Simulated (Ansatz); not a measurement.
The starting structures come from a database of crystals and need not be the phases stable at ambient conditions.

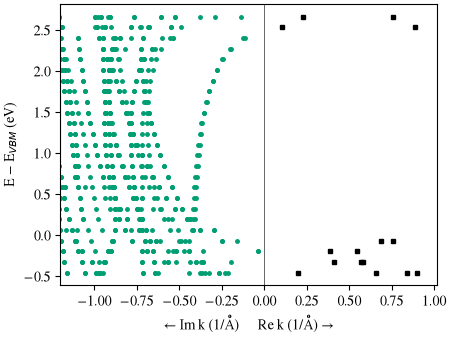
*Complex bands at the centre of the two-dimensional zone; r2SCAN (Ansatz, a quantum-chemistry and plane-wave program)*

No gap correction and no spin-orbit coupling; mid-gap values are interpolated between computed energies.

This is Li2PdF6 (P4_2/mnm, not sure to be the ambient phase, 18 atoms a cell, 10.5 Å³ an atom) along the normal of (111). Read off the slowest decay at the centre of the two-dimensional zone at 1.24 eV, the computed energy nearest the middle of the gap.

κ ≈ 0.37 1/Å, a decay length 1/(2κ) of the density of 1.3 Å.
